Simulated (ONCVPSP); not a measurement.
**Cu: pseudopotential generation**

Copper (Cu, Z = 29), core [Ar], reference valence 3d10 4s0.5 4p0.5, valence charge 11. Computed at this level: ONCV potential, PBE, scalar-relativistic, made with ONCVPSP 4.0.1.

### Log (extracts)
```
ONCVPSP  (Optimized Norm-Conservinng Vanderbilt PSeudopotential)
scalar-relativistic version 4.0.1

#   n    l    f        energy (Ha)
    1    0    2.00    -3.2531653E+02
    2    0    2.00    -3.9084380E+01
    2    1    6.00    -3.3737658E+01
    3    0    2.00    -4.2573495E+00
    3    1    6.00    -2.6936304E+00
    3    2   10.00    -2.2711119E-01
    4    0    0.50    -1.9908346E-01
    4    1    0.50    -4.6691018E-02

Reference configufation results
  iterations    34
  all-electron total energy (Ha)   -1.65477534D+03

Begin loop to  construct optimized pseudo wave functions
and semi-local pseudopoentials for all angular momenta

   Wellstate for l =  0  n =  6
     eigenvalue =   1.9009
     asymptotic potential =   2.4009
     half-point radius =  4.2602

   Wellstate for l =  0  n =  7
     eigenvalue =   4.0009
     asymptotic potential =   4.5009
     half-point radius =  3.9727

Calculating optimized projector #   1

 for l=   0

    Fraction of norm inside rc  0.324889
    Optimizing pswf for qcut=   3.79 a_B^-1,  ecut=   7.19 Ha
    Residual kinetic energy error=  9.45D-05 Ha

    Energy error per electron        Cutoff
         Ha          eV             Ha
         0.01000     0.27211        3.32
         0.00100     0.02721        5.37
         0.00010     0.00272        7.41
         0.00001     0.00027       21.04

Calculating optimized projector #   2

 for l=   0

    Fraction of norm inside rc  0.131293
    Optimizing pswf for qcut=   3.79 a_B^-1,  ecut=   7.19 Ha
    Residual kinetic energy error=  6.69D-04 Ha

    Energy error per electron        Cutoff
         Ha          eV             Ha
         0.01000     0.27211        5.50
         0.00100     0.02721        7.06
         0.00010     0.00272       13.95
         0.00001     0.00027       25.26

Calculating optimized projector #   3

 for l=   0

    Fraction of norm inside rc  0.132225
    Optimizing pswf for qcut=   3.79 a_B^-1,  ecut=   7.19 Ha
    Residual kinetic energy error=  3.33D-02 Ha

    Energy error per electron        Cutoff
         Ha          eV             Ha
         0.01000     0.27211        7.91
         0.00100     0.02721       13.57
         0.00010     0.00272       37.44
         0.00001     0.00027       47.85

   Wellstate for l =  1  n =  6
     eigenvalue =   1.9533
     asymptotic potential =   2.4533
     half-point radius =  4.5222

Calculating optimized projector #   1

 for l=   1

    Fraction of norm inside rc  0.120235
    Optimizing pswf for qcut=   3.51 a_B^-1,  ecut=   6.15 Ha
    Residual kinetic energy error=  2.21D-05 Ha

    Energy error per electron        Cutoff
         Ha          eV             Ha
         0.01000     0.27211        0.68
         0.00100     0.02721        1.54
         0.00010     0.00272        4.80
         0.00001     0.00027        9.42

Calculating optimized projector #   2

 for l=   1

    Fraction of norm inside rc  0.162179
    Optimizing pswf for qcut=   3.51 a_B^-1,  ecut=   6.15 Ha
    Residual kinetic energy error=  2.15D-03 Ha

    Energy error per electron        Cutoff
         Ha          eV             Ha
         0.01000     0.27211        5.01
         0.00100     0.02721        6.85
         0.00010     0.00272       17.27
         0.00001     0.00027       36.64

   Wellstate for l =  2  n =  4
     eigenvalue =   2.0729
     asymptotic potential =   2.5729
     half-point radius =  2.0439

Calculating optimized projector #   1

 for l=   2

    Fraction of norm inside rc  0.409619
    Optimizing pswf for qcut=  14.42 a_B^-1,  ecut= 103.90 Ha
    Residual kinetic energy error=  7.00D-03 Ha

    Energy error per electron        Cutoff
         Ha          eV             Ha
         0.01000     0.27211       99.74
         0.00100     0.02721      260.95
         0.00010     0.00272      319.39
         0.00001     0.00027      523.08

Calculating optimized projector #   2

 for l=   2

    Fraction of norm inside rc  0.107810
    Optimizing pswf for qcut=  14.42 a_B^-1,  ecut= 103.90 Ha
    Residual kinetic energy error=  3.64D-03 Ha

    Energy error per electron        Cutoff
         Ha          eV             Ha
         0.01000     0.27211       93.87
         0.00100     0.02721      118.15
         0.00010     0.00272      258.62
         0.00001     0.00027      411.22

Construct Vanderbilt / Kleinmman-Bylander projectors

B matrix Hermiticity error, ll=   0
   1   2   -8.2742E-05
   1   3    1.2163E-04
   2   3    1.0071E-04

  Orthonormal projector coefficients  1.5342E+01  2.2263E+00  2.6441E-01

B matrix Hermiticity error, ll=   1
   1   2   -4.1125E-05

  Orthonormal projector coefficients  6.2062E+00  3.5919E-01

B matrix Hermiticity error, ll=   2
   1   2    3.7944E-04

  Orthonormal projector coefficients -3.1324E+01 -1.0149E+01

Model core correction analysis
  based on d2Exc/dn_idn_j

d2excae - all-electron derivatives

   -2.484689D-02   -7.699835D-03   -2.757459D-03
   -7.698213D-03   -3.598206D-02   -2.465688D-02
   -2.755094D-03   -2.464377D-02   -3.385645D-02

d2excps - pseudofunction derivatives with no core correction

   -4.057278D-02   -8.242107D-03   -2.839055D-03
   -8.239671D-03   -3.742283D-02   -2.513753D-02
   -2.836627D-03   -2.512554D-02   -3.404938D-02

rms 2nd derivative error    5.275521E-03

rmatch, rhocmatch    0.9114    8.8176

Teter function model core charge with specified parameters

d2excps - pseudofunction derivatives with core correction

   -3.482384D-02   -8.213777D-03   -2.833117D-03
   -8.211339D-03   -3.740391D-02   -2.513348D-02
   -2.830687D-03   -2.512149D-02   -3.404839D-02

rms 2nd derivative error    3.376260E-03

Pseudoatom total energy  -50.138498

Diagnostic tests using Vanderbilt-Kleinman-Bylander pseudopotentials
  1 or more projectors used as specified by nproj input data

   l    rcore       rmatch      e in        delta e   norm test  slope test

   0   2.2090325   2.2761035  -0.1990835  -0.0000005   1.0000213   1.0000762
   0   2.2090325   2.2761035   1.9009165   0.0000074   1.0001675   1.0001675
   0   2.2090325   2.2761035   4.0009165   0.0000749   1.0002219   1.0002219

   1   2.4601736   2.5348698  -0.0466910   0.0000003   1.0000160   1.0000117
   1   2.4601736   2.5348698   1.9533090   0.0000088   1.0001107   1.0001107

   2   0.7526024   0.7754530  -0.2271112   0.0000413   1.0001596   1.0001153
   2   0.7526024   0.7754530   2.0728888  -0.0000189   1.0004643   1.0004643

 Testing for bound ghosts
   n   l    E NL Schr. Eq   E Basis Diag.   E Cutoff

       0                       -6.209340     53.40  WARNING - GHOST(-)
   1   0       -0.199084       -0.192663     53.40

       1                       -0.357270     49.60  WARNING - GHOST(-)
   2   1       -0.046691       -0.021149     49.60

   3   2       -0.227070       -0.134948    454.25

 Testing for highly-localized positive-energy ghosts
       l    <radius>/rc     E Basis Diag.   E Cutoff

Test configuration 0

   n   l     f        eae           eps        diff
   1   0  2.0000 -325.31653246
   2   0  2.0000  -39.08438029
   2   1  6.0000  -33.73765802
   3   0  2.0000   -4.25734952
   3   1  6.0000   -2.69363044
   3   2 10.0000   -0.22711119   -0.22706987    4.13D-05
   4   0  0.5000   -0.19908346   -0.19908397   -5.06D-07
   4   1  0.5000   -0.04669102   -0.04669076    2.55D-07

    Total energies and differences
      AE_ref= -1.65477534D+03  AE_tst= -1.65477534D+03  dif=  0.00D+00
      PS_ref= -5.01384978D+01  PS_tst= -5.01384978D+01  dif=  7.82D-13
      PSP excitation error= -7.82D-13

Test configuration 1

   n   l     f        eae           eps        diff
   1   0  2.0000 -325.27451999
   2   0  2.0000  -39.04522397
   2   1  6.0000  -33.69828223
   3   0  2.0000   -4.21529237
   3   1  6.0000   -2.65123870
   3   2 10.0000   -0.18516466   -0.18562728   -4.63D-04
   4   0  1.0000   -0.16941097   -0.16933538    7.56D-05

    Total energies and differences
      AE_ref= -1.65477534D+03  AE_tst= -1.65484922D+03  dif= -7.39D-02
      PS_ref= -5.01384978D+01  PS_tst= -5.02123511D+01  dif= -7.39D-02
      PSP excitation error= -2.75D-05

Test configuration 2

   n   l     f        eae           eps        diff
   1   0  2.0000 -325.59186900
   2   0  2.0000  -39.35290449
   2   1  6.0000  -34.00678728
   3   0  2.0000   -4.53200588
   3   1  6.0000   -2.96913099
   3   2 10.0000   -0.50194273   -0.50009672    1.85D-03

    Total energies and differences
      AE_ref= -1.65477534D+03  AE_tst= -1.65454971D+03  dif=  2.26D-01
      PS_ref= -5.01384978D+01  PS_tst= -4.99128913D+01  dif=  2.26D-01
      PSP excitation error=  2.59D-05

Test configuration 3

psatom: WARNING lschvkbb convergence error n,l,iter=   2   1   4
ea(ii),et,emin,emax -5.111933E-02 -5.623127E-02 -5.623127E-02 -5.623127E-02
run_config: WARNING for fully non-local PS atom, stg. 1
 WARNING no output for configuration 4

Test configuration 4

psatom: WARNING lschvkbb convergence error n,l,iter=   2   1   3
ea(ii),et,emin,emax -4.669076E-02 -5.135984E-02 -5.135984E-02 -5.135984E-02
run_config: WARNING for fully non-local PS atom, stg. 1
 WARNING no output for configuration 5
```

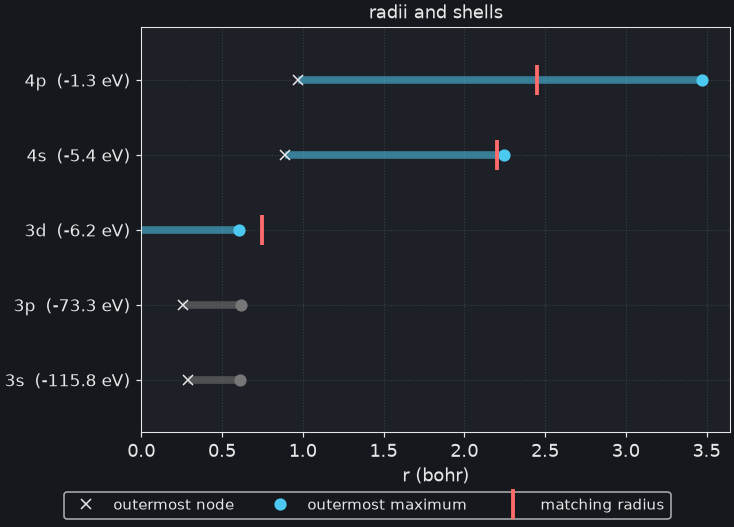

**Figure 1.** Outer shells of the all-electron reference atom: each bar runs from the outermost node (or the nucleus) to the outermost maximum of u(r); the tick is the radius chosen for the pseudo-wave. Shells without a tick have no pseudo-wave of their own. Levels, nodes and maxima are from ld1.x, scalar-relativistic.

- Radii against the shells: 3d: 0.75 bohr, outside the maximum; 4s: 2.20 bohr, between node and maximum; 4p: 2.45 bohr, between node and maximum.

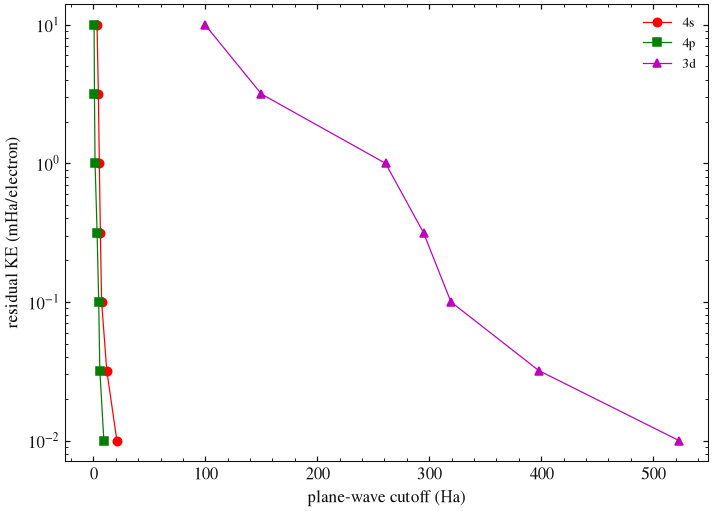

**Figure 2.** Residual kinetic energy of the pseudo-waves (the first of each channel, and further valence shells) beyond the plane-wave cutoff, as the generator prints it.

- Cutoffs for 1 mHa per electron: 3d: 261 Ha; 4s: 5.4 Ha; 4p: 1.5 Ha.
- Hardest wave at 1 mHa per electron: 3d, with rc = 0.75 bohr and qcut = 14.4 1/bohr. The optimisation minimises, but can't always remove, the kinetic energy above qcut²/2 = 103.7 Ha, and a larger rc would as a rule soften the wave at some cost in transferability.
- Cutoffs for the occupied states: 261 Ha for 1 mHa and 319 Ha for 0.1 mHa per electron. The first is set by 3d. The potential isn't sound: its ghost test gives GHOST(-) flagged for s at -169.0 eV, p at -9.7 eV; no localised positive-energy state flagged.

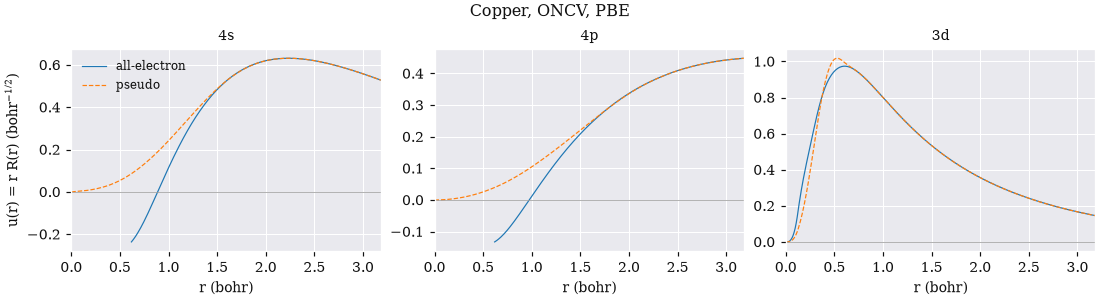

**Figure 3.** Partial waves u(r) = r R(r), all-electron (solid) and pseudo (dashed). The innermost oscillations of some all-electron curves aren't drawn. Reference configuration 3d10 4s0.5 4p0.5.

- Matching radii: 4s at 2.20 bohr; 4p at 2.45 bohr; 3d at 0.75 bohr. The curves merge smoothly, so the plot gives these only roughly.
- Nodes of the pseudo-waves: 4s has no node; 4p has no node; 3d has no node.

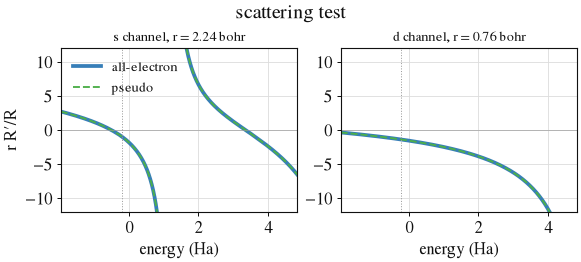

**Figure 4.** Logarithmic derivatives r R′/R at the test radius against energy, all-electron atom (solid) and pseudo-atom (dashed). Here R(r) is the radial function. The dotted line marks the reference energy of the channel. Not drawn: p: not judged, the stored energies step over a narrow level; f: not judged.

- Zeros of the logarithmic derivative: s: all-electron -0.5 and 3.4 Ha, pseudo -0.5 and 3.4 Ha; d: all-electron nowhere, pseudo nowhere.
- Poles, where the radial function vanishes at the test radius: s: all-electron at 1.2 Ha, pseudo at 1.2 Ha; d: all-electron at no energy in the range, pseudo at no energy in the range.

### Input file
```
# ATOM AND REFERENCE CONFIGURATION
# atsym  z   nc   nv     iexc    psfile
  Cu 29.00    5    3        4      upf
#
#   n    l    f
    1    0    2.00
    2    0    2.00
    2    1    6.00
    3    0    2.00
    3    1    6.00
    3    2   10.00
    4    0    0.50
    4    1    0.50
#
# PSEUDOPOTENTIAL AND OPTIMIZATION
# lmax
    2
#
#   l,   rc,      ep,       ncon, nbas, qcut
    0    2.20    0.00    4    7    3.80
    1    2.45    0.00    4    8    3.50
    2    0.75    0.00    4    7   14.40
#
# LOCAL POTENTIAL
# lloc, lpopt,  rc(5),   dvloc0
    4    5    0.60    6.00
#
# VANDERBILT-KLEINMAN-BYLANDER PROJECTORs
# l, nproj, debl
    0    3    2.10
    1    2    2.00
    2    2    2.30
#
# MODEL CORE CHARGE
# icmod, fcfact, rcfact
    3    4.25    1.05
#
# LOG DERIVATIVE ANALYSIS
# epsh1, epsh2, depsh
   -2.00    5.00    0.02
#
# OUTPUT GRID
# rlmax, drl
    6.00    0.01
#
# TEST CONFIGURATIONS
# ncnf
    4
# nvcnf
#   n    l    f
    3
    3    2   10.00
    4    0    1.00
    4    1    0.00
#
    3
    3    2   10.00
    4    0    0.00
    4    1    0.00
#
    3
    3    2    9.00
    4    0    0.00
    4    1    0.00
#
    3
    3    2    8.00
    4    0    0.00
    4    1    0.00
#
```

Run as:
```bash
oncvpsp.x < Cu.dat > Cu.out
```

### Key numbers

- outcome: generated, with a ghost state
- cutoffs needed: 261 Ha and 319 Ha (the cutoffs at which the residual kinetic energy of the hardest occupied pseudo-wave falls to 1 and 0.1 mHa per electron)
- ghost test: GHOST(-) flagged for s at -169.0 eV, p at -9.7 eV; no localised positive-energy state flagged
- configuration tests: 2 of 4 tests not solved
- rms error of d²Exc/dni dnj: 5.28 mHa without and 3.38 mHa with the model core
- largest excitation error among the tests solved: -0.7 meV (all-electron minus pseudo) for 3d10 4s1 4p0
- range over which the phases arctan(r R′/R) at the test radius agree within 0.05 rad (a looser test near the poles than one of phase shifts): s: over the whole range computed; d: over the whole range computed; p: not judged, the stored energies step over a narrow level; f: not judged, local potential alone
- hardware: 1 CPU thread, shared host
- wall time: 5.4 s

### Remarks

The potential has a bound ghost state, so it can't be used as it stands. Warnings of the program, in the generation or the tests: psatom: WARNING lschvkbb convergence error n,l,iter= 2 1 3; psatom: WARNING lschvkbb convergence error n,l,iter= 2 1 4.
